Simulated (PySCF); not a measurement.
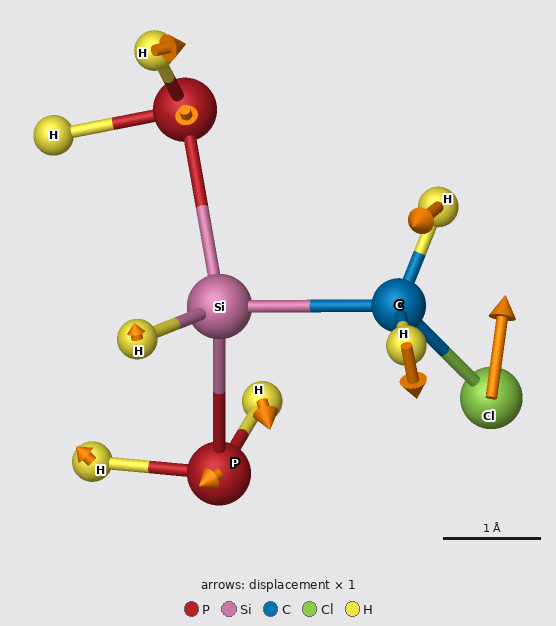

A relaxation of CH₇ClP₂Si. The starting structure is drawn; orange arrows show the displacements, at their true length. The two geometries are superimposed by the best rigid fit.

The picture is a ball-and-stick view, seen at a tilt.

The start comes from GFN2-xTB. Its atoms were then displaced at random by about 0.01 Å.

Method: PBE0-D3(BJ)/def2-SVP geometry optimisation, gas phase in PySCF 2.14.0, density-fitted response routines. 

> Describe the change and its energy.

The energy falls by 7.98 kcal/mol in 10 geometry steps. The Cl atom moves most after the best rigid fit: 1.10 Å. By element the largest moves are Cl 1.10 Å, H 0.78 Å, P 0.29 Å, C 0.05 Å, Si 0.04 Å. Near-neighbour distances that change, for instance: Cl–P 3.071 → 3.778 Å, C–Si 1.958 → 1.898 Å, H–P 1.373 → 1.432 Å, C–H 1.056 → 1.100 Å. Bond angles that change, for instance: P–Si–C 102.4° → 107.1°, P–Si–P 115.8° → 111.8°, Si–P–H 96.6° → 93.8°. Groups turn about C–Si by about 50°. The run took 120 s on 1 thread of Arm Neoverse N1, with other jobs on the host.
